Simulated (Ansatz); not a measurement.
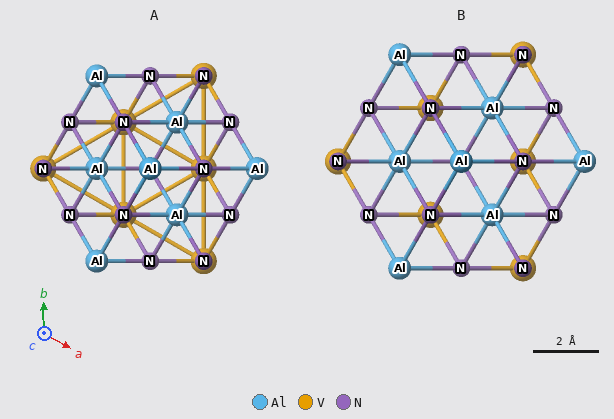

Two geometries of a crystal of Al$_{2}$VN$_{3}$ (a generated structure, set up in P-3m1) (coarse preliminary run), drawn at one scale. One is the start of a relaxation, the other its converged end. The picture is a ball-and-stick view of the atoms within 5.0 Å of the atom that moves most (axes of the cell of the calculation), seen along the c axis.

The calculation used DFT PBE, scalar-relativistic, plane waves, PAW in Ansatz 0.2.0. (plane-wave cutoff 420 eV; k-point mesh 6 × 6 × 2; occupations gaussian; smearing width 0.1 eV; collinear spin; cell and atoms relaxed; force threshold 0.04 eV/Å; at most 70 steps)

Q: Which of the two is the end point?

A: Structure A is the relaxed one. After 7 accepted moves (9 points after the start) the energy has fallen by 4.761 eV per cell of the calculation. Largest force component: 0.57 eV/Å at the start, 0.014 eV/Å at the end. The pressure goes from −42.59 to 0.02 GPa. The SCF was repeated twice at an unchanged geometry on a basis and grid sized afresh for the cell, which shifted the energy by 15.6 meV per cell of the calculation at most. The largest moves relative to the cell, 0.087 Å, are those of N atoms. Largest moves by element: N 0.087 Å, Al 0.024 Å. V stays in place. The volume changes by −32.7 %, with a = b 3.296 → 2.859 Å (−13.3 %), c 8.074 → 7.221 Å (−10.6 %). Some distances before and after: V–V 3.296 → 2.859 Å, Al–N 2.331 → 2.006 Å, Al–N 2.331 → 2.029 Å, N–V 2.331 → 2.095 Å. Bond angles that change, for instance: N–V–N 90.0° → 94.0°, V–N–V 90.0° → 86.0°, N–V–N 90.0° → 86.0°. The space group stays P-3m1 (No. 164). The program noted that the starting moments weren't kept. The run may lie on a higher electronic state than the lowest, so the end point isn't shown to be the ground-state structure.

Limits of the set-up: the k-point mesh is coarse for a cell with partly filled bands.
